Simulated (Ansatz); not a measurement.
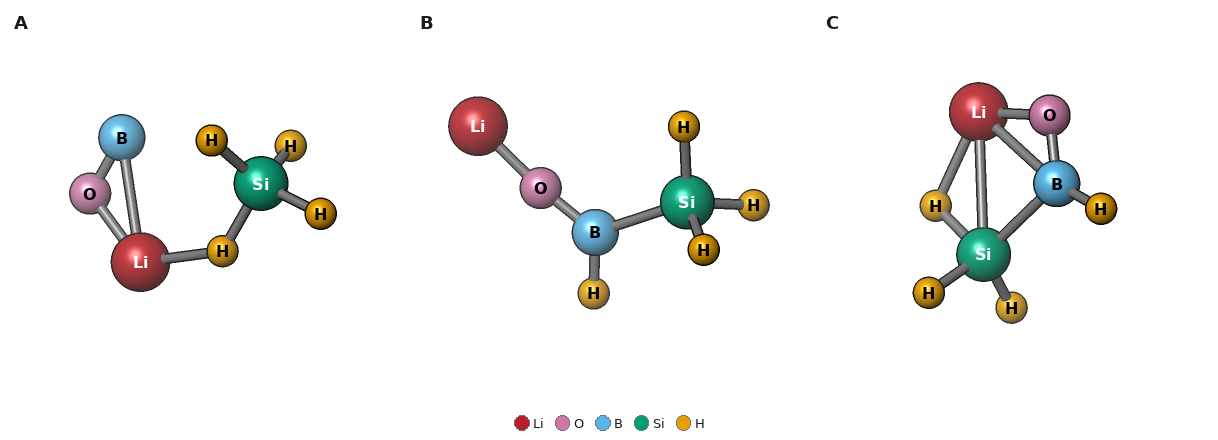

3 stationary structures of one formula. Geometries: PBE0-D4/def2-TZVP. Electronic energies: RHF-CCSD(T) (frozen core)/def2-TZVPP (Ansatz 0.2.0), without zero-point energy. No frequency run is at hand to confirm each as a minimum. Each is one conformer, not always the lowest.

### Which structure is the most stable?

C is lowest (Cs); B lies 10.8 kJ/mol above it (Cs), A lies 103.9 kJ/mol above it (Cs).
